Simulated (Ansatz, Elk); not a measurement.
## LiV2: X-ray structure factors from the self-consistent density

Structure refinements treat a crystal as free atoms side by side. For a made-up structure of LiV2 (cell and positions from a PBE relaxation) the runs below show what the calculated density changes in F(hkl).

Program: Elk 11.2.3 (patched build). Level of theory: DFT, PBE, all-electron APW+lo, Dirac cores, scalar-relativistic bands, static density, no spin. Results are calculated unless marked as measured.

The structure was built from a prototype and need not be the compound's stable phase.

**1. The structure**

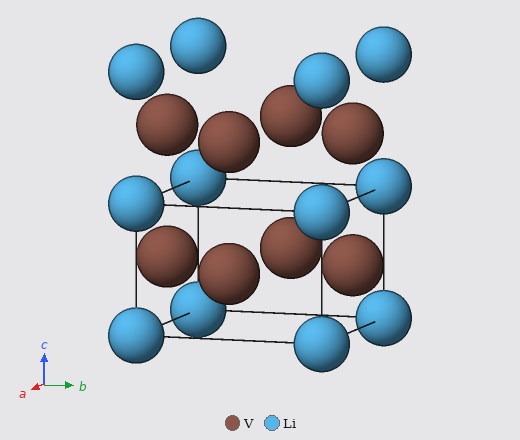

The starting structure, seen slightly off an axis (vanadium brown, lithium blue). 1×1×2 cells are drawn. Some periodic images of atoms are drawn too.

**2. Ground state and structure factors**

An all-electron density is needed, since X-rays see the cores too. Task 0 finds the density and task 195 Fourier-transforms it; tshift is off so that phases refer to the origin typed.

The input, elk.in:

```
tasks
  0
  195

xctype
  20

spinpol
  .false.

rgkmax
  7.0

gmaxvr
  14.0

lmaxo
  7

lmaxapw
  8

swidth
  0.002

tshift
  .false.

ramdisk
  .false.

hmaxvr
  5.5

maxscl
  120

epspot
  1e-06

sppath
  './'

avec
  7.49249499730 -0.00000000000 0.00000000000
  -0.00000000000 7.49249499730 0.00000000000
  0.00000000000 0.00000000000 5.09998231753

atoms
  2
  'V.in'
  2
  0.0000000000 0.5000000000 0.5000000000   0.000000 0.000000 0.000000
  0.5000000000 -0.0000000000 0.5000000000   0.000000 0.000000 0.000000
  'Li.in'
  1
  -0.0000000000 0.0000000000 0.0000000000   0.000000 0.000000 0.000000

ngridk
  6 6 8
```

Launch:

```
$ OMP_NUM_THREADS=4 elk
```

Numbers of over 12 decimals in the logs are rounded to 6 here.

The log of the run:

```text
┌─────────────────────────┐
│ Elk code version 11.2.3 │
└─────────────────────────┘

All units are atomic (Hartree, Bohr, etc.)

┌─────────────────────────────────────────────────┐
│ Ground-state run starting from atomic densities │
└─────────────────────────────────────────────────┘

Lattice vectors :
   7.492494997      -0.000000000       0.000000000
  -0.000000000       7.492494997       0.000000000
   0.000000000       0.000000000       5.099982318

Reciprocal lattice vectors :
  0.8385971975       0.000000000      -0.000000000
   0.000000000      0.8385971975      -0.000000000
  -0.000000000      -0.000000000       1.232001391

Unit cell volume      :    286.3001619
Brillouin zone volume :   0.8663991379

Muffin-tin inner radius fraction :   0.1000000000E-01

Nuclei treated as point charges

Species : 1 (V)
 parameters loaded from : V.in
 name : vanadium
 nuclear charge    :   -23.00000000
 electronic charge :    23.00000000
 atomic mass :    92860.67382
 muffin-tin radius :    2.400000000
 number of radial points in muffin-tin :    993
 inner part over the whole radius :   0.9920165687E-02
 number on inner part of muffin-tin    :    699
 approximate nuclear radius :   0.6897515165E-04
 number of mesh points to nuclear radius :    327
 atomic positions (lattice), magnetic fields (Cartesian) :
  1 :   0.00000000  0.50000000  0.50000000    0.00000000  0.00000000  0.00000000
  2 :   0.50000000  0.00000000  0.50000000    0.00000000  0.00000000  0.00000000

Species : 2 (Li)
 parameters loaded from : Li.in
 name : lithium
 nuclear charge    :   -3.000000000
 electronic charge :    3.000000000
 atomic mass :    12652.66898
 muffin-tin radius :    1.800000000
 number of radial points in muffin-tin :    593
 inner part over the whole radius :   0.9806707936E-02
 number on inner part of muffin-tin    :    401
 approximate nuclear radius :   0.4000070961E-04
 number of mesh points to nuclear radius :    148
 atomic positions (lattice), magnetic fields (Cartesian) :
  1 :   0.00000000  0.00000000  0.00000000    0.00000000  0.00000000  0.00000000

Total number of atoms per unit cell :    3
Total muffin-tin volume :    140.2406961
 ratio of muffin-tin to unit cell volume :   0.4898379907

Spin treatment :
 spin-unpolarised

Number of Bravais lattice symmetries :   16
Number of crystal symmetries         :   16
Crystal has inversion symmetry
Real symmetric eigensolver will be used

k-point grid :      6     6     8
k-point offset :    0.000000000       0.000000000       0.000000000
k-point set is reduced with full crystal symmetry group
Total number of k-points :       50

Muffin-tin radius times maximum |G+k| :    7.000000000
 using average radius
Maximum |G+k| for APW functions       :    3.181818182
Maximum (1/2)|G+k|²                   :    5.061983471
Maximum |G| for potential and density :    14.00000000
Constant for pseudocharge density :    8
 order of it for each species :   15  15
 order of it for pair densities of each species (exact exchange by exxq0 0: 16) :   12   5
Radial integration step length :    1

G-vector grid sizes :     35    35    24
Number of G-vectors :    13243

Maximum angular momentum used for
 APW functions            :    8
 outer part of muffin-tin :    7
 inner part of muffin-tin :    2

Total nuclear charge    :   -49.00000000
Total core charge       :    20.00000000
Total valence charge    :    29.00000000
Total excess charge     :    0.000000000
Total electronic charge :    49.00000000

Effective Wigner radius, rₛ :    1.117323590

Number of empty states         :     12
Total number of valence states :     27
Total number of core states    :     20

Third-order local-orbitals added for an l without core states : T
Total number of local-orbitals :     45

Exchange-correlation functional :     20     0     0
 Perdew-Burke-Ernzerhof, Phys. Rev. Lett. 77, 3865 (1996)
 gradient requirement :    1
 generalised gradient approximation (GGA)

Smearing type :    3
 Fermi-Dirac
Smearing width :   0.2000000000E-02
[...]
correlation                 :     -2.115664
 electron entropic           :    -0.12325921541581E-02
 total energy                :     -1906.4762610336

Density of states at Fermi energy :    96.44043409
 (states/Hartree/unit cell)

Estimated indirect band gap :   0.7208757621E-03
 from k-point 26 to k-point 34
Estimated direct band gap   :   0.4621375718E-02
 at k-point 43

Charges :
 core                        :    20.00000000
 valence                     :    29.00000000
 interstitial                :    3.864381276
 muffin-tins (core leakage)
  species : 1 (V)
   atom 1                    :    21.28797452     ( -0.2221806348E-06)
   atom 2                    :    21.28797452     ( -0.2221806348E-06)
  species : 2 (Li)
   atom 1                    :    2.559669687     (   0.000000000    )
 total in muffin-tins        :    45.13561872
 total calculated charge     :    48.99965394
 total charge                :    49.00000000
 error                       :   0.3460559592E-03

RMS change in Kohn-Sham potential (target) :    6.296765292     (  0.1000000000E-05)
Absolute change in total energy (target)   :   0.1814134084     (  0.1000000000E-03)

[... loops 3 to 15 left out ...]

┌──────────────────┐
│ Loop number : 16 │
└──────────────────┘

Energies :
 Fermi                       :     0.224548
 sum of occupied eigenvalues :     -1113.2912312071
 electron kinetic            :      1925.9082486670
 core electron kinetic       :      1751.7455447376
 Coulomb                     :     -3739.2393945234
 Coulomb potential           :     -2919.0592855469
 nuclear-nuclear             :     -299.21347964838
 electron-nuclear            :     -3970.3279393480
 Hartree                     :      530.30202447306
 Madelung                    :     -2279.7097517499
 xc potential                :     -120.14019432717
 exchange                    :     -90.592373635055
 correlation                 :     -2.114430
 electron entropic           :    -0.94660597962552E-03
 total energy                :     -1906.0388956129

Density of states at Fermi energy :    70.01091660
 (states/Hartree/unit cell)

Estimated indirect band gap :   0.1933491287E-03
 from k-point 27 to k-point 29
Estimated direct band gap   :   0.1373223553E-02
 at k-point 29

Charges :
 core                        :    20.00000000
 valence                     :    29.00000000
 interstitial                :    3.530959730
 muffin-tins (core leakage)
  species : 1 (V)
   atom 1                    :    21.52400814     ( -0.2221839264E-06)
   atom 2                    :    21.52400814     ( -0.2221839264E-06)
  species : 2 (Li)
   atom 1                    :    2.421023993     (   0.000000000    )
 total in muffin-tins        :    45.46904027
 total calculated charge     :    48.99965136
 total charge                :    49.00000000
 error                       :   0.3486393492E-03

RMS change in Kohn-Sham potential (target) :   0.5094946896E-06 (  0.1000000000E-05)
Absolute change in total energy (target)   :   0.6134395107E-05 (  0.1000000000E-03)

Convergence targets achieved

┌──────────────────┐
│ Loop number : 17 │
└──────────────────┘

Energies :
 Fermi                       :     0.224548
 sum of occupied eigenvalues :     -1113.2912318965
 electron kinetic            :      1925.9082492234
 core electron kinetic       :      1751.7455451081
 Coulomb                     :     -3739.2393952415
 Coulomb potential           :     -2919.0592855235
 nuclear-nuclear             :     -299.21347964838
 electron-nuclear            :     -3970.3279408451
 Hartree                     :      530.30202525198
 Madelung                    :     -2279.7097524797
 xc potential                :     -120.14019559638
 exchange                    :     -90.592373688296
 correlation                 :     -2.114430
 electron entropic           :    -0.94660600917055E-03
 total energy                :     -1906.0388958271

Density of states at Fermi energy :    70.01091988
 (states/Hartree/unit cell)

Estimated indirect band gap :   0.1933512985E-03
 from k-point 27 to k-point 29
Estimated direct band gap   :   0.1373220746E-02
 at k-point 29

Charges :
 core                        :    20.00000000
 valence                     :    29.00000000
 interstitial                :    3.530959674
 muffin-tins (core leakage)
  species : 1 (V)
   atom 1                    :    21.52400816     ( -0.2221832620E-06)
   atom 2                    :    21.52400816     ( -0.2221832620E-06)
  species : 2 (Li)
   atom 1                    :    2.421023998     (   0.000000000    )
 total in muffin-tins        :    45.46904033
 total calculated charge     :    48.99965136
 total charge                :    49.00000000
 error                       :   0.3486393498E-03

┌──────────────────────────────┐
│ Self-consistent loop stopped │
└──────────────────────────────┘

Wrote STATE.OUT
```

Run time: 17 s. Hardware: 4 threads of Intel Xeon at 2.70GHz, shared host; peak memory 0.16 GiB.

SFACRHO.OUT:

```text

h k l indices transformed by vhmat matrix:
   1.000000000       0.000000000       0.000000000    
   0.000000000       1.000000000       0.000000000    
   0.000000000       0.000000000       1.000000000    

      h      k      l  multipl.   |H|            Re(F)            Im(F)           |F|

      0      0      0      1   0.0000000       49.000000     -0.77895937E-17   49.000000    
      0      1      0      4  0.83859720       2.2880092      0.22843637E-14   2.2880092    
     -1     -1      0      4   1.1859555      -33.423562     -0.41995052E-14   33.423562    
      0      0     -1      2   1.2320014      -32.916284      0.10938220E-13   32.916284    
      1      0      1      8   1.4903264       1.5927319     -0.89698599E-14   1.5927319    
      0      2      0      4   1.6771944       32.091814     -0.37696145E-14   32.091814    
     -1     -1      1      8   1.7100637       31.767121      0.75577969E-14   31.767121    
     -2      1      0      8   1.8751603       1.4064220      0.53587940E-14   1.4064220    
      0     -2      1      8   2.0810595      -25.676366     -0.12053102E-13   25.676366    
     -1     -2     -1     16   2.2436697       1.4055810     -0.16016709E-14   1.4055810    
      2      2      0      4   2.3719111       26.633251     -0.62265811E-14   26.633251    
      0      0      2      2   2.4640028       25.915270      0.15844954E-13   25.915270    
      3      0      0      4   2.5157916       1.4000377     -0.16870174E-13   1.4000377    
      0      1     -2      8   2.6027975       1.2659219     -0.37846269E-14   1.2659219    
     -1     -3      0      8   2.6518772      -21.896419      0.14835185E-13   21.896419    
      2     -2      1      8   2.6727868      -21.761473     -0.22772623E-14   21.761473    
      1     -1     -2      8   2.7345567      -21.391525     -0.48255765E-15   21.391525    
      0     -3     -1      8   2.8012559       1.2047223     -0.10677287E-13   1.2047223
```

Elk indexes on the primitive cell of elk.in and gives |H| = 4π sin θ/λ in inverse bohr. Below, one row stands for each form hkl of the conventional cell (m members, Friedel mates merged), F is for one primitive cell and the density is static (no thermal factor). Free-atom factors are Waasmaier and Kirfel's, and R is Σm||F|−|F'||/Σm|F|.

```
hkl   m  sin θ/λ (Å⁻¹)  abs F, DFT  neutral atoms   diff.
100   4          0.126       2.288          2.026  +0.262
110   4          0.178      33.424         33.611  -0.187
001   2          0.185      32.916         33.179  -0.263
101   8          0.224       1.593          1.685  -0.092
200   4          0.252      32.092         32.416  -0.324
111   8          0.257      31.767         32.111  -0.344
210   8          0.282       1.406          1.554  -0.147
201   8          0.313      25.676         25.857  -0.180
211  16          0.337       1.406          1.423  -0.017
220   4          0.357      26.633         26.459  +0.175
002   2          0.370      25.915         25.756  +0.159
300   4          0.378       1.400          1.323  +0.077
102   8          0.391       1.266          1.291  -0.025
310   8          0.399      21.896         21.848  +0.048
221   8          0.402      21.762         21.718  +0.044
112   8          0.411      21.392         21.341  +0.051
301   8          0.421       1.205          1.219  -0.014
311  16          0.440      22.565         22.599  -0.034
```

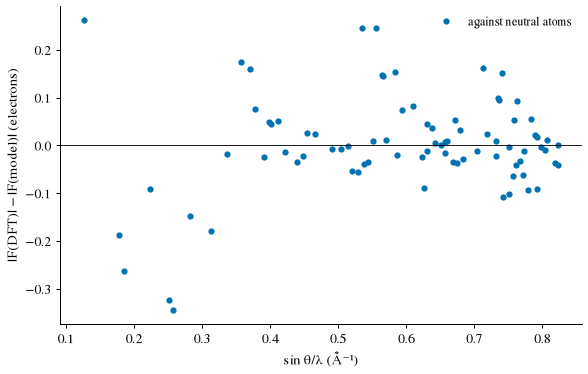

Difference between the calculated structure factors and the independent-atom ones.

**3. The highest occupied states alone**

An energy window below the Fermi level keeps the highest occupied states, to see at which angles they scatter; shallow core shells can lie inside it and anion s states outside. No new self-consistency is needed.

elk.in, as its differences from that of step 2:

```diff
@@ -1,3 +1,2 @@
 tasks
-  0
   195
@@ -40,2 +39,5 @@
 
+wsfac
+  -0.216440 0.524550
+
 sppath
```

Launch:

```
$ OMP_NUM_THREADS=4 elk
```

The log of the run:

```text
┌─────────────────────────────────┐
│ Elk code version 11.2.3 started │
└─────────────────────────────────┘

Info(readinput): the functional depends on the density's gradient
 muffin-tin radial points multiplied by    2.00000
 (not where nrmtscf is given)

┌────────────────────┐
│ Current task : 195 │
└────────────────────┘

Info(sfacrho): density structure factors written to SFACRHO.OUT

 Energy window :  -0.2164400000      0.5245500000

┌──────────────────┐
│ Elk code stopped │
└──────────────────┘
```

Run time: 2.9 s. Hardware: 4 threads; peak memory 0.16 GiB.

States within 12 eV below the Fermi level hold 11.00 electrons; any levels below the window count with the cores. Their amplitudes can exceed the total, where window and core parts have opposite phase:

```
hkl  sin θ/λ (Å⁻¹)  abs F, window  abs F, all
100          0.126          0.393       2.288
110          0.178          3.441      33.424
001          0.185          3.210      32.916
101          0.224          0.095       1.593
200          0.252          1.967      32.092
111          0.257          1.882      31.767
210          0.282          0.135       1.406
201          0.313          1.386      25.676
211          0.337          0.007       1.406
220          0.357          1.402      26.633
```

**4. Another try**

In this try the input is made faulty on purpose, to show what that does.

The input is changed as shown.

elk.in, as its differences from that of step 3:

```diff
@@ -1,2 +1,3 @@
 tasks
+  0
   195
@@ -39,5 +40,2 @@
 
-wsfac
-  -0.216440 0.524550
-
 sppath
@@ -60,3 +58,3 @@
 
-ngridk
+ngrid
   6 6 8
```

Launch:

```
$ OMP_NUM_THREADS=4 elk
```

The log of the run:

```text
┌─────────────────────────────────┐
│ Elk code version 11.2.3 started │
└─────────────────────────────────┘

Error(readinput): invalid block name : ngrid
```

The job ended after 0.02 s (4 threads; peak memory 0.16 GiB).

The program refused the input before any cycle.

The program's message: “Error(readinput): invalid block name : ngrid”

A key was misspelt on purpose.

(Part 1 of 2 ends here.)

[Logs are printed without paths, hosts, clocks, repeated set-up lines and the standing remarks that a program may print on its own settings, such as how far it seeks lower states.]

[Hosts, paths, dates, database ids (printed as entryN), source tags and the programs' standing remarks are cut or masked in the printed files.]
